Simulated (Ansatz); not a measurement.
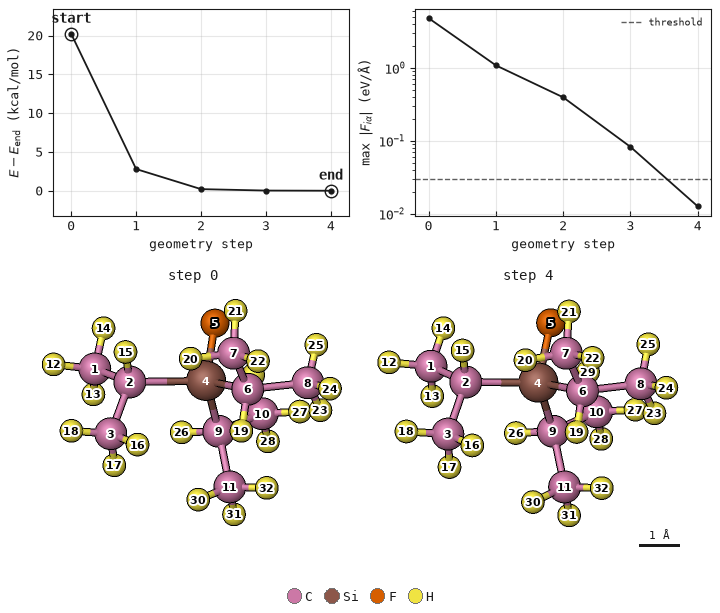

First and last geometry of a relaxation of C9H21FSi (coarse preliminary run), with the history of the run. Style: ball-and-stick. Shown from a free direction.

The start comes from a force field.

Level of theory: RKS PBE-D4/def2-SVP in Ansatz.

Input file:
```yaml
crystal:
  periodic: [false, false, false]
  atoms:
    - {symbol: C, position_ang: [-2.379300, -0.426900, -1.869000]}
    - {symbol: C, position_ang: [-1.946800, -0.011600, -0.474400]}
    - {symbol: C, position_ang: [-2.389100, -1.093800, 0.510800]}
    - {symbol: Si, position_ang: [0.011800, 0.426000, -0.420600]}
    - {symbol: F, position_ang: [0.182700, 1.571600, -1.518400]}
    - {symbol: C, position_ang: [0.435100, 1.139600, 1.300200]}
    - {symbol: C, position_ang: [-0.471800, 2.249100, 1.779500]}
    - {symbol: C, position_ang: [1.924400, 1.638500, 1.345300]}
    - {symbol: C, position_ang: [1.008900, -1.078500, -0.893300]}
    - {symbol: C, position_ang: [2.299800, -0.697600, -1.638400]}
    - {symbol: C, position_ang: [1.320900, -2.050300, 0.239900]}
    - {symbol: H, position_ang: [-3.495200, -0.513900, -1.872200]}
    - {symbol: H, position_ang: [-2.018300, -1.285700, -2.249700]}
    - {symbol: H, position_ang: [-2.216700, 0.416500, -2.588400]}
    - {symbol: H, position_ang: [-2.457800, 0.902600, -0.185100]}
    - {symbol: H, position_ang: [-2.043200, -0.807800, 1.563800]}
    - {symbol: H, position_ang: [-1.903100, -2.036600, 0.270000]}
    - {symbol: H, position_ang: [-3.455900, -1.200800, 0.543900]}
    - {symbol: H, position_ang: [0.343700, 0.283100, 2.019200]}
    - {symbol: H, position_ang: [-1.577000, 1.920700, 1.866400]}
    - {symbol: H, position_ang: [-0.505400, 3.109600, 1.074500]}
    - {symbol: H, position_ang: [-0.178800, 2.570100, 2.752900]}
    - {symbol: H, position_ang: [2.616100, 0.847100, 1.088700]}
    - {symbol: H, position_ang: [2.128900, 2.011900, 2.342000]}
    - {symbol: H, position_ang: [2.098800, 2.413800, 0.644900]}
    - {symbol: H, position_ang: [0.379300, -1.616200, -1.653800]}
    - {symbol: H, position_ang: [2.976700, -0.166900, -0.973600]}
    - {symbol: H, position_ang: [2.853800, -1.568000, -1.986500]}
    - {symbol: H, position_ang: [2.100900, -0.082900, -2.551200]}
    - {symbol: H, position_ang: [0.416700, -2.359400, 0.703400]}
    - {symbol: H, position_ang: [1.848900, -2.939300, -0.145700]}
    - {symbol: H, position_ang: [1.994900, -1.596000, 0.936000]}
basis:
  gaussian: {orbitals: def2-SVP}
hamiltonian: {xc: pbe, dispersion: d4}
relax: {f_tol: 0.03, max_steps: 200}
```

Launched with:
```bash
ansatz run in.yaml --threads 11 --pin off --events-out ev --progress --plain --max-ram 110592MiB --backend cuda --devices 0, --max-vram 75GiB
```

Read the history and describe the run.

Answer. It converged. H14 moves most after the best rigid fit: 0.14 Å. By element the largest moves are H 0.14 Å, Si 0.10 Å, C 0.08 Å, F 0.04 Å. Near-neighbour distances that change, for instance: C1–H13 1.006 → 1.112 Å, C2–Si4 2.008 → 1.903 Å, Si4–F5 1.596 → 1.666 Å, C11–H30 1.062 → 1.109 Å. Bond angles that change, for instance: C2–C1–H13 118.6° → 111.7°, H12–C1–H14 101.6° → 107.8°, H30–C11–H32 112.1° → 107.2°. The energy falls by 20.2 kcal/mol in 4 geometry steps. The largest force component goes from 4.8 to 0.013 eV/Å. The run took about 6 s of wall time on a shared GPU.
